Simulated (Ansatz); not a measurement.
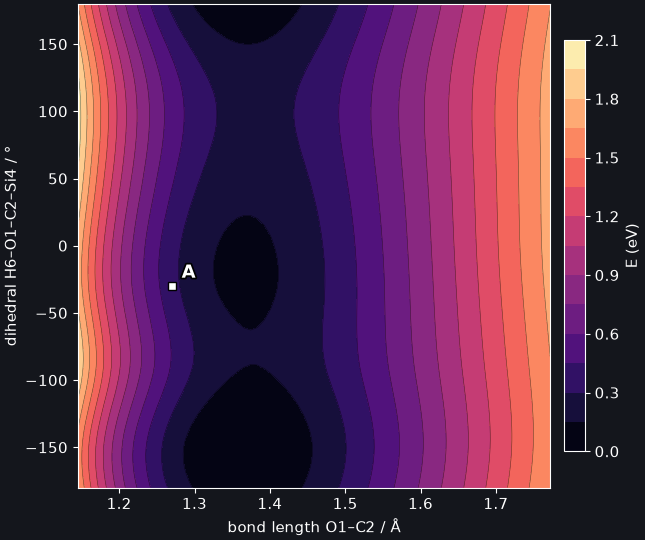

CH₃FOSSi, SMILES OC1S[SiH]1F. Coordinates scanned: (1) bond length O1–C2; (2) dihedral H6–O1–C2–Si4. Nothing is relaxed (all other coordinates rigid). Grid: 11 × 12 points. All energies are given in eV relative to the relaxed molecule at the same level. All numbers below come from RKS PBE0-D4/def2-SVP (Ansatz).

The picture shows filled contours, the point A. Between grid points the surface is interpolated.

### Is A at rest? If not, where is it pushed?

A, at bond length O1–C2 = 1.270 Å, dihedral H6–O1–C2–Si4 = −30°, is not a stationary point. The computed force is 5.4 eV for each Å towards larger values of bond length O1–C2 and 0.0012 eV for each degree towards larger values of dihedral H6–O1–C2–Si4.
